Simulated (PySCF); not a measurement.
# I4V (VI4): the cost of one run

Programs: PySCF 2.14.0. Each step states its level of theory. These are calculated values for one molecule in the gas phase, unless marked as measured. Atoms count from 0, in the outputs and in this text.

### 1 The starting structure

5 atoms, charge 0, multiplicity 2; geometry from: GFN2-xTB. The atoms were then displaced at random by about 0.03 Å, so the start is not that level's minimum.

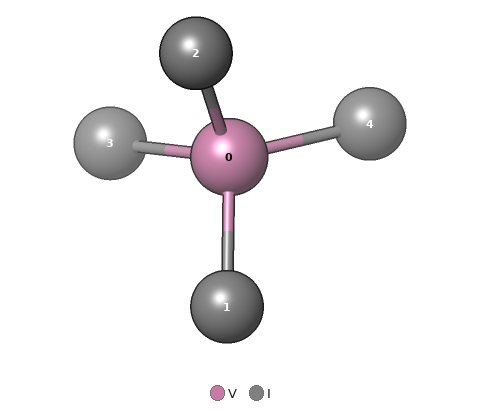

As it starts; vanadium pink, iodine grey, atoms numbered.

### 2 Optimising the geometry at PBE0-D3(BJ)/def2-SVP

What the job is given:

```
{"job": {"xc": "PBE0", "basis": "def2-SVP", "d3": "d3bj", "grid": 1, "maxiter": 40, "shake": 0.03, "kind": "geom"}, "charge": 0, "multiplicity": 2}
V      0.061650    -0.076970     0.012580
I     -0.006970    -0.029000     2.517150
I      2.315700     0.003320    -0.876370
I     -1.097530     2.070470    -0.834080
I     -1.197990    -2.078310    -0.881390
```

On the command line:

```bash
$ OMP_NUM_THREADS=1 python probes_run.py task.json out
```

This one command runs all jobs of the session in turn.

**Question.** How long does this job take on 1 thread of Arm Neoverse V2, shared host, and how much memory does it need?

About 6 min, with a peak of 0.66 GiB.
